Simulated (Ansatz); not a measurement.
# CH3F (fluoromethane) at BLYP/def2-TZVPP

Aim: the electronic atomisation energy of CH3F (fluoromethane) at BLYP/def2-TZVPP, from 4 runs. 

The results are computed with Ansatz 0.2.0.

45 further runs of the same task are left out: 45 set aside as unsound or not needed.

**1. The structure to begin with**

CH3F: 5 atoms, total charge 0, spin state singlet. As SMILES, `CF`. The coordinates come from a PBE0-D4/def2-TZVP relaxation.

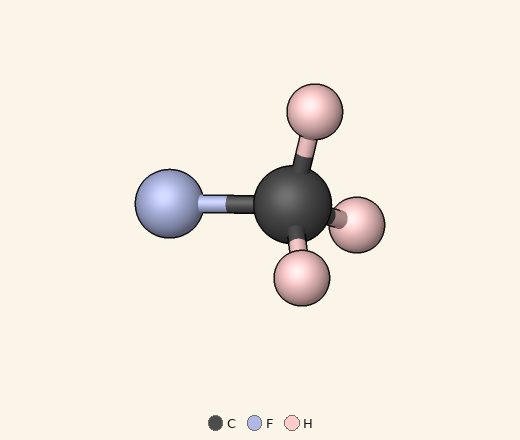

Viewed from a chosen angle; carbon dark grey, fluorine light blue, hydrogen pink.

**2. The energy at BLYP/def2-TZVPP**

Input file run.yaml:

```yaml
basis:
  gaussian: {orbitals: def2-TZVPP}
crystal:
  periodic: [false, false, false]
  atoms:
    - symbol: C
      position_ang: [-0.050700, 0.032900, 0.007800]
    - symbol: F
      position_ang: [1.094100, -0.710500, -0.168600]
    - symbol: H
      position_ang: [-0.918700, -0.626900, -0.058000]
    - symbol: H
      position_ang: [-0.104800, 0.796000, -0.772000]
    - symbol: H
      position_ang: [-0.019800, 0.508500, 0.990700]
hamiltonian: {xc: {name: BLYP}}
accuracy: high
output: {orbitals: {seedname: orbitals}}
```

On the command line:

```sh
ansatz run run.yaml --threads 1 --pin off --max-ram 3480MiB --events-out events.jsonl --progress --plain --runs-dir runs
```

Output:

```text
Warning: RAYON_NUM_THREADS=1 ignored (pool sized by the plan → 1); use --threads N
Functional definition: BLYP
  name "BLYP"
  parameter beta = 0.0042
  parameter a = 0.04918
  parameter b = 0.132
  parameter c = 0.2533
  parameter d = 0.349
  exchange = b88_x(beta = beta)
  correlation = lyp_c(a = a, b = b, c = c, d = d)
1796 factors; integrals over basis functions are off by at most 3.2e-9 eV
mean field evaluation 1: about -3799.1255 eV, gradient 4.4e1 eV
mean field evaluation 2: about -3795.4080 eV, gradient 5.8e1 eV
mean field evaluation 4: about -3803.3623 eV, gradient 3.5e0 eV
mean field evaluation 8: about -3803.3786 eV, gradient 5.6e-2 eV
mean field evaluation 16: about -3803.3786 eV, gradient 2.9e-7 eV
mean field -3803.37863267 eV, -139.7715867278 hartree, gradient 2.4e-8 eV, S^2 0.000000; 0 other end points of the search recorded, 0 dependent functions left out
reference -3803.37867416 eV, -139.7715882528 hartree; 9, 9 occupied and 95, 95 virtual orbitals, 1796 factors
Total energy: -3803.37867416 eV, -139.7715882528 hartree
```

Wall time 3.9 s (1 thread of Arm Neoverse V1, shared host); peak memory 0.21 GiB.

**3. The C atom**

Input file job.yaml:

```yaml
basis:
  gaussian:
    orbitals: def2-TZVPP
crystal:
  periodic: [false, false, false]
  atoms:
    - symbol: C
      position_ang: [0.000000, 0.000000, 0.000000]
magnetization:
  spin_polarized: true
  initial_magnetization: 2
accuracy: high
hamiltonian:
  xc: {name: BLYP}
```

On the command line:

```sh
ansatz run job.yaml --threads 1 --pin off --max-ram 3480MiB --events-out events.jsonl --progress --plain --runs-dir runs
```

Output (excerpt; [...] marks lines left out):

```text
Warning: RAYON_NUM_THREADS=1 ignored (pool sized by the plan → 1); use --threads N
[... 9 set-up lines as earlier in the session ...]
312 factors; integrals over basis functions are off by at most 3.1e-9 eV
mean field evaluation 1: about -1029.5640 eV, gradient 7.0e0 eV
mean field evaluation 2: about -1029.6808 eV, gradient 5.3e0 eV
mean field evaluation 4: about -1029.8571 eV, gradient 2.9e-1 eV
mean field evaluation 8: about -1029.8573 eV, gradient 3.8e-4 eV
mean field evaluation 16: about -1029.8577 eV, gradient 7.8e-2 eV
mean field evaluation 32: about -1029.8573 eV, gradient 7.0e-5 eV
mean field -1029.85727640 eV, -37.8465568454 hartree, gradient 9.9e-9 eV, S^2 2.003102; 3 other end points of the search recorded, 0 dependent functions left out
reference -1029.85730798 eV, -37.8465580059 hartree; 4, 2 occupied and 27, 29 virtual orbitals, 312 factors
Total energy: -1029.85730798 eV, -37.8465580059 hartree
```

It took 0.91 s on 1 thread of Arm Neoverse V1, shared host.

**4. The F atom at the same level**

Input file run.yaml:

```yaml
basis:
  gaussian:
    orbitals: def2-TZVPP
crystal:
  periodic: [false, false, false]
  atoms:
    - symbol: F
      position_ang: [0.000000, 0.000000, 0.000000]
magnetization:
  spin_polarized: true
  initial_magnetization: 1
hamiltonian:
  xc: {name: BLYP}
accuracy: high
```

On the command line:

```sh
ansatz run run.yaml --threads 1 --pin off --max-ram 3480MiB --events-out events.jsonl --progress --plain --runs-dir runs
```

Output (excerpt; [...] marks lines left out):

```text
Warning: RAYON_NUM_THREADS=1 ignored (pool sized by the plan → 1); use --threads N
[... 9 set-up lines as earlier in the session ...]
309 factors; integrals over basis functions are off by at most 2.7e-9 eV
mean field evaluation 1: about -2714.4918 eV, gradient 8.2e0 eV
mean field evaluation 2: about -2714.5113 eV, gradient 6.9e0 eV
mean field evaluation 4: about -2714.6314 eV, gradient 2.5e-2 eV
mean field evaluation 8: about -2714.6313 eV, gradient 4.6e-4 eV
mean field evaluation 16: about -2714.3970 eV, gradient 1.1e1 eV
mean field evaluation 32: about -2714.6313 eV, gradient 1.4e-6 eV
mean field -2714.63130019 eV, -99.7608602389 hartree, gradient 2.8e-8 eV, S^2 0.751250; 8 other end points of the search recorded, 0 dependent functions left out
reference -2714.63131910 eV, -99.7608609335 hartree; 5, 4 occupied and 26, 27 virtual orbitals, 309 factors
Total energy: -2714.63131910 eV, -99.7608609335 hartree
```

Wall time 1.5 s (1 thread of Arm Neoverse V1, shared host).

**5. The H atom at the same level**

Input file in.yaml:

```yaml
crystal:
  periodic: [false, false, false]
  atoms:
    - {symbol: H, position_ang: [0.000000, 0.000000, 0.000000]}
basis:
  gaussian:
    orbitals: def2-TZVPP
magnetization:
  spin_polarized: true
  initial_magnetization: 1
hamiltonian:
  xc: {name: BLYP}
accuracy: high
```

Run the same way, it converges to -0.49755 Eh (log not shown).

**6. What came out**

At BLYP/def2-TZVPP:

| quantity | value |
| --- | --- |
| molecule: total energy | -139.77159 Eh |
| molecule: HOMO energy | -7.91 eV |
| molecule: LUMO energy | 0.76 eV |
| molecule: HOMO–LUMO gap | 8.67 eV |
| C atom: total energy | -37.84656 Eh |
| C atom: ⟨S²⟩ | 2.003 |
| F atom: total energy | -99.76086 Eh |
| F atom: ⟨S²⟩ | 0.751 |
| H atom: total energy | -0.49755 Eh |
| H atom: ⟨S²⟩ | 0.750 |
| electronic atomisation energy | 18.273 eV |

Taking the molecule apart into free atoms costs 18.27 eV (1763 kJ/mol), before zero-point energy and without spin-orbit coupling.
